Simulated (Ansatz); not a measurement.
Run report: CH₆Ge, single-point calculation

CH₆Ge, computed with RKS PBE0-D4/def2-TZVPP (Ansatz 0.2.0).

The geometry is a transition state. The geometry comes from this level: PBE0-D4/def2-TZVP.

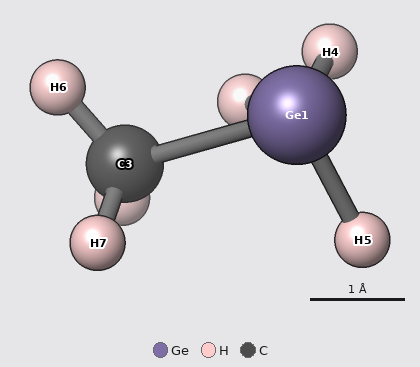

The structure (ball-and-stick view, seen at a tilt; atoms are numbered from 1 in the order of the input). Sticks mark near contacts. Bond lengths as drawn: C–Ge 2.22 Å, C–H 1.09 Å and Ge–H 1.59 to 1.72 Å.

## Input
```yaml
crystal:
  periodic: [false, false, false]
  atoms:
    - {symbol: Ge, position_ang: [-1.283215, 0.738168, 0.232489]}
    - {symbol: H, position_ang: [-0.296387, -0.640709, 0.506154]}
    - {symbol: C, position_ang: [0.841318, 0.177581, -0.072291]}
    - {symbol: H, position_ang: [-1.225687, -0.820609, 0.960219]}
    - {symbol: H, position_ang: [-1.666097, -0.014061, -1.116989]}
    - {symbol: H, position_ang: [1.410697, 0.527749, 0.787044]}
    - {symbol: H, position_ang: [1.011811, 0.839998, -0.920649]}
    - {symbol: H, position_ang: [1.207560, -0.808117, -0.375977]}
basis:
  gaussian: {orbitals: def2-TZVPP}
hamiltonian: {xc: pbe0, dispersion: d4}
output: {orbitals: {seedname: orbitals}}
```

Launched with:
```bash
ansatz run in.yaml --threads 2 --pin off --events-out ev --progress --plain --max-ram 4352MiB
```

## Output
```
Functional definition: PBE0
  name "PBE0"
  cite "Adamo & Barone, J. Chem. Phys. 110, 6158 (1999) doi:10.1063/1.478522"
  cite "Perdew, Burke & Ernzerhof, Phys. Rev. Lett. 77, 3865 (1996) doi:10.1103/PhysRevLett.77.3865"
  parent pbe
  parameter a = 0.25
  parameter kappa = 0.804
  parameter beta = 0.06672455060314922
  exchange = (1 - a)*pbe_x(kappa = kappa, mu = beta*pi^2/3) + a*exact_x
  correlation = pbe_c(beta = beta)
935 factors; their error is unknown
mean field evaluation 1: about -57636.5054 eV, gradient 5.0e1 eV
mean field evaluation 2: about -57630.5475 eV, gradient 6.4e1 eV
mean field evaluation 4: about -57642.0570 eV, gradient 2.0e0 eV
mean field evaluation 8: about -57642.3283 eV, gradient 4.5e-2 eV
mean field -57642.32830168 eV, -2118.3164937134 hartree, gradient 3.4e-5 eV, S^2 0.000000; 0 other end points of the search recorded, 0 dependent functions left out
reference -57642.32832672 eV, -2118.3164946336 hartree; 22, 22 occupied and 141, 141 virtual orbitals, 935 factors
Total energy: -57642.41918786 eV, -2118.3198337190 hartree
```

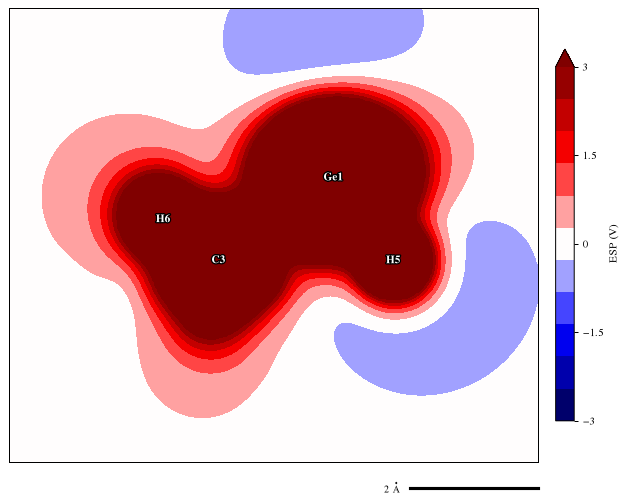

Molecular electrostatic potential on the plane of atoms C3, Ge1 and H5. The plane passes through Ge, C and H nuclei.

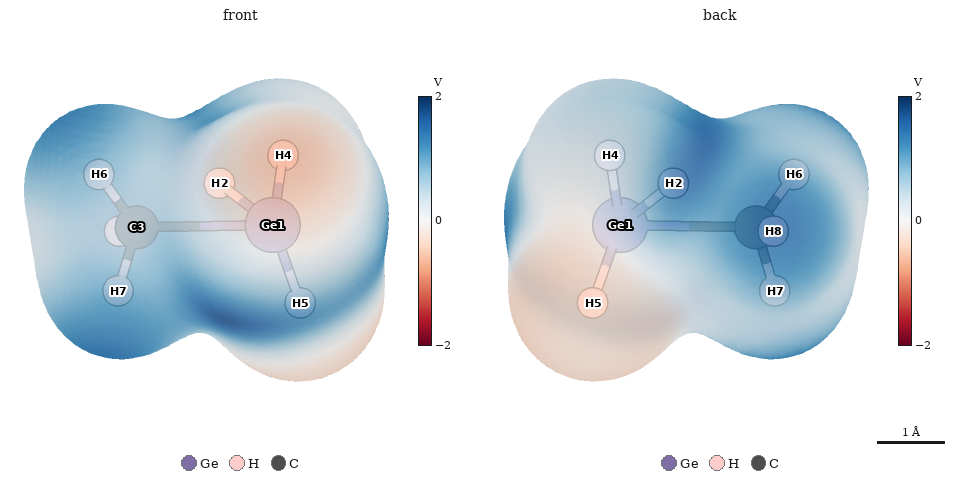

The electrostatic potential painted on the density surface at 0.004 e/bohr³, seen at a tilt and from behind; red is negative and blue positive. A positive charge is drawn to the negative regions and a negative charge to the positive ones.

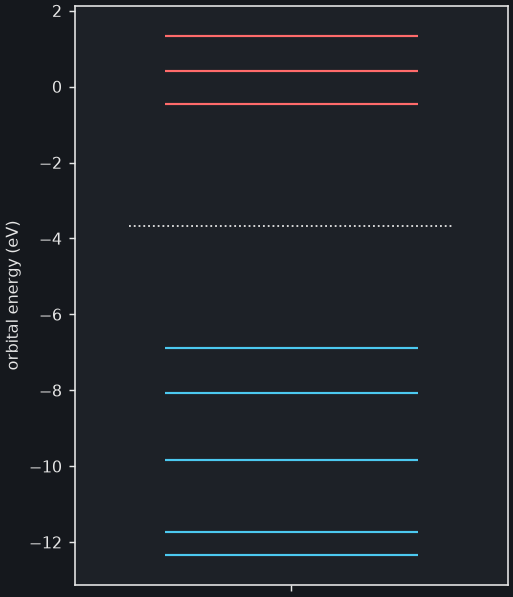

Orbital energies near the frontier; the dotted line parts filled from empty levels, and levels within 0.02 eV of each other stand side by side. Highest filled −6.87 eV, lowest empty −0.46 eV, 6.41 eV apart.

## Summary

| quantity | value |
| --- | --- |
| outcome | converged |
| total energy | −57642.4192 eV |
| mean-field energy | −57642.3283 eV |
| dispersion energy | −0.0909 eV |
| SCF solution under orbital rotations | stable |
| HOMO | −6.87 eV |
| LUMO | −0.46 eV |
| hardware | 2 threads of Arm Neoverse V1, 23 GiB of memory available, shared host |
| wall time | 2.1 s (CPU time 4 s) |
| peak memory | 0.3 GiB |
